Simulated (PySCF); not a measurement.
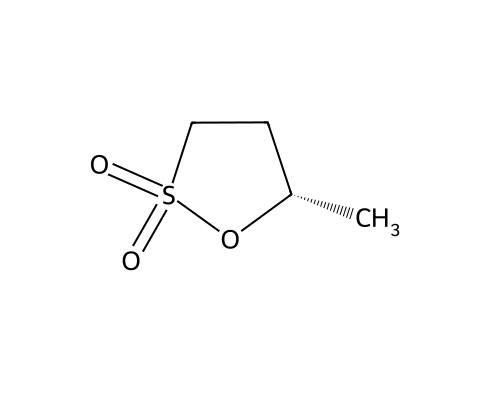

Skeletal drawing of a molecule.

> Give its SMILES.

C[C@H]1CCS(=O)(=O)O1

> What is the molecular formula?

C4H8O3S.

> An optimisation with GFN2-xTB gave a structure of which point group?

C1.

The parts below concern this one geometry. Atoms keep their numbers from picture to picture. The computed structure is the end point of a GFN2-xTB optimisation. No frequency run is at hand to confirm it as a minimum.

## Shape

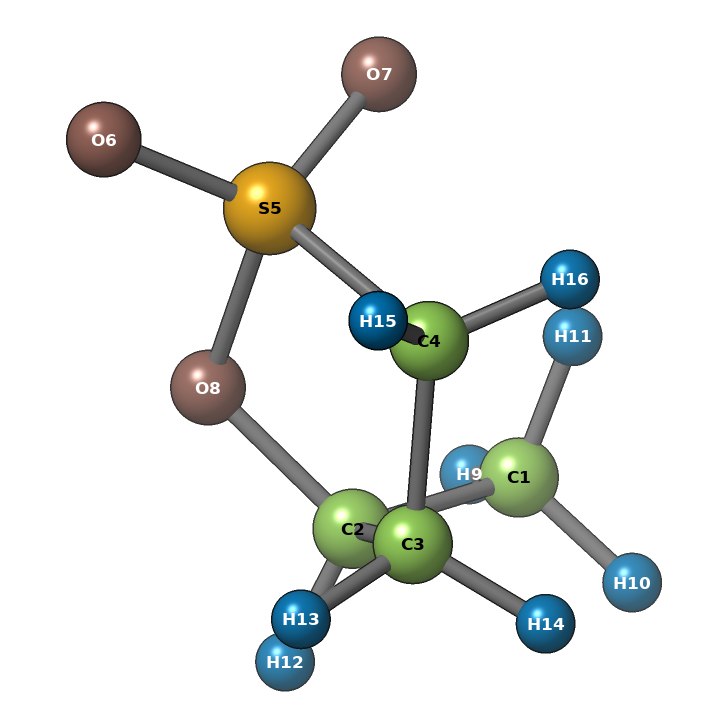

C2 lies behind C3. The molecule seen a little off the C3–C2 bond, C3 in front. Distant atoms are faded towards the background colour. No frequency run is at hand to confirm it as a minimum.

> What is the torsion angle C4–C3–C2–O8? The sign is positive where the front bond must turn clockwise to cover the back bond.

−44°, synclinal (gauche). The bonds about C3–C2 are staggered.

## NMR shielding

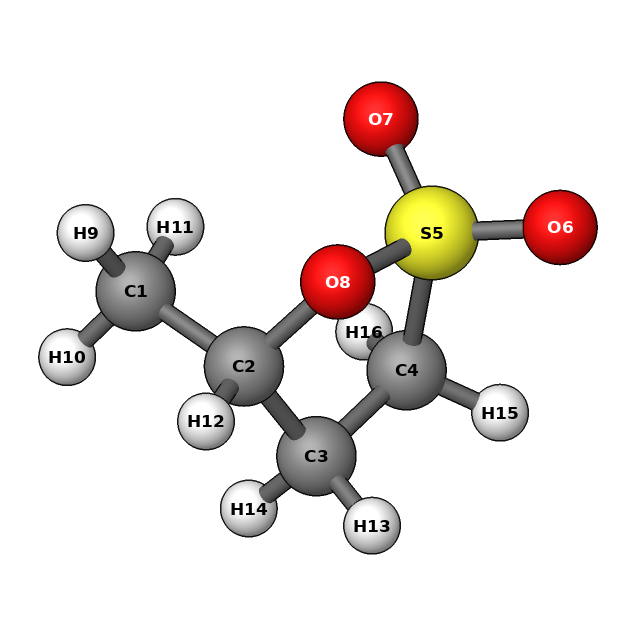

No frequency run is at hand to confirm it as a minimum. Method: GIAO PBE0/pcSseg-1 NMR shielding, non-relativistic, gas phase (PySCF 2.14.0). Principal shieldings σ11 ≤ σ22 ≤ σ33, span Ω = σ33 − σ11, skew κ = 3(σiso − σ22)/Ω.

Give the shielding tensors of the S atoms.

```json
{"atom": "S5", "σ11": "38.6", "σ22": "148.9", "σ33": "267.1", "σiso": "151.6", "Ω": "228.5", "κ": "0.03"}
```

Shieldings and span in ppm.

## Electronic properties

No frequency run is at hand to confirm it as a minimum. Properties computed with PBE0/def2-SVPD, gas phase (PySCF 2.14.0). Excitations: vertical, linear response.

> Give the HOMO energy (Kohn–Sham orbital) at this level.

−8.54 eV.

> Give the lowest vertical singlet excitation at this level.

7.68 eV.

> Give the LUMO energy (Kohn–Sham orbital) at this level.

0.18 eV.

> What is the dipole moment?

5.86 D.

## Polarisability

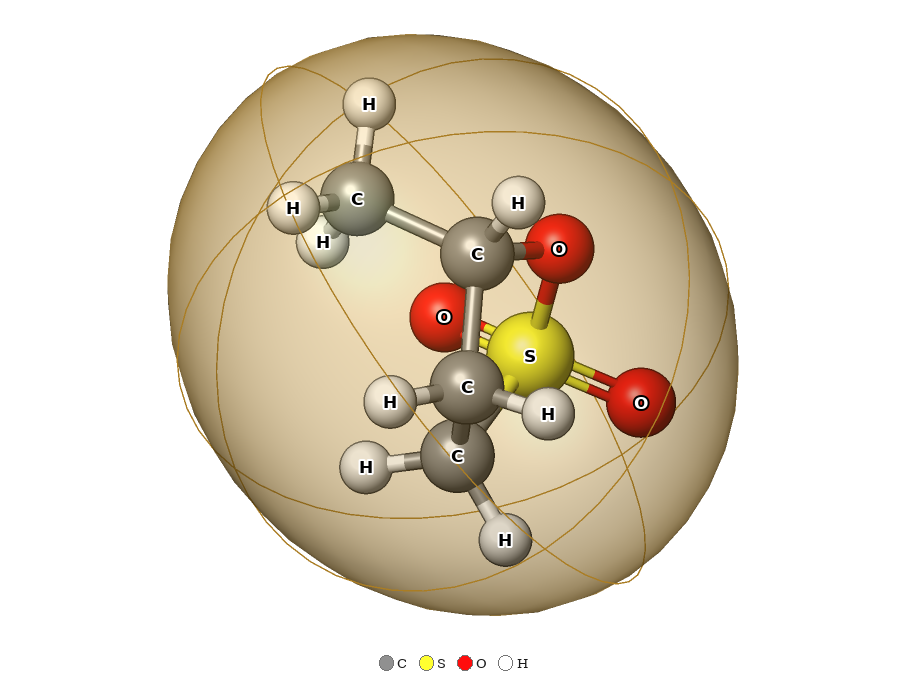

The ellipsoid shows the static dipole polarisability: its half-axes are proportional to the principal values. No frequency run is at hand to confirm it as a minimum. Method: PBE0/def2-SVPD (PySCF 2.14.0).

> Give the principal values, the mean and the anisotropy.

Principal values 65.1, 71.6, 80.5 bohr³; mean 72.4 bohr³ (10.73 Å³); anisotropy 13.4 bohr³, so the longest axis is 1.24 times the shortest.
